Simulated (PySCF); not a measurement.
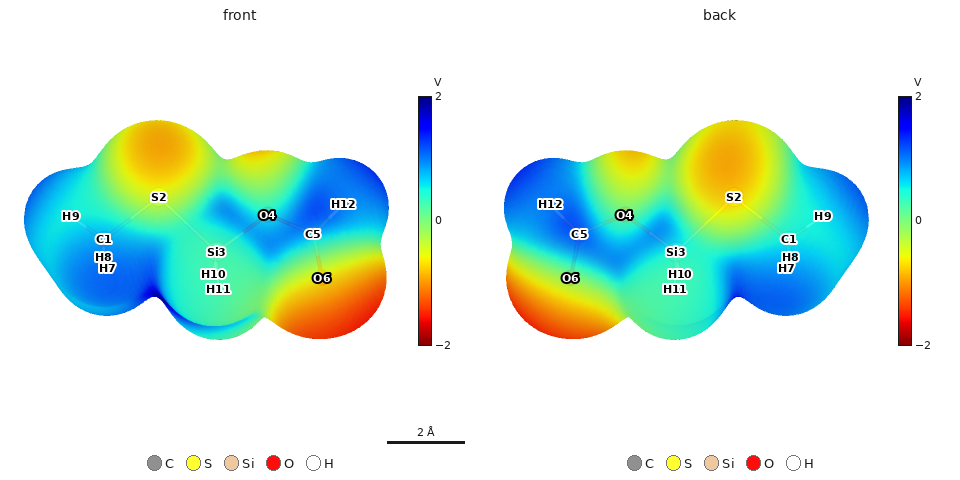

Figure. C2H6O2SSi. The molecular electrostatic potential painted on the density surface at 0.002 e/bohr³, seen from the front and from behind; red is negative and blue positive.

Geometry: GFN2-xTB.

All numbers below come from PBE0/pcSseg-1, SCF density, gas phase, non-relativistic (PySCF 2.14.0).

```yaml
atoms:
  - { symbol: C, position_ang: [2.5415, 0.5964, 0.0050] }
  - { symbol: S, position_ang: [1.0109, 1.1292, 0.8356] }
  - { symbol: Si, position_ang: [-0.3314, -0.2255, -0.0872] }
  - { symbol: O, position_ang: [-1.7498, 0.2254, 0.6463] }
  - { symbol: C, position_ang: [-2.8686, -0.3852, 0.3490] }
  - { symbol: O, position_ang: [-2.9735, -1.2762, -0.4374] }
  - { symbol: H, position_ang: [2.7352, -0.4461, 0.2311] }
  - { symbol: H, position_ang: [2.4445, 0.7389, -1.0655] }
  - { symbol: H, position_ang: [3.3429, 1.2159, 0.3917] }
  - { symbol: H, position_ang: [-0.4222, 0.0012, -1.5227] }
  - { symbol: H, position_ang: [-0.0158, -1.6067, 0.2492] }
  - { symbol: H, position_ang: [-3.7125, 0.0319, 0.9231] }
```

Question: Where is the surface potential most negative and most positive?

Answer: The most negative region (about −1.5 V) lies over O6, the most positive (about +1.7 V) over Si3. O6 is the likeliest acceptor of a hydrogen bond.

Question: How polar is the molecule by this calculation?

Answer: Its dipole moment is 1.70 D.
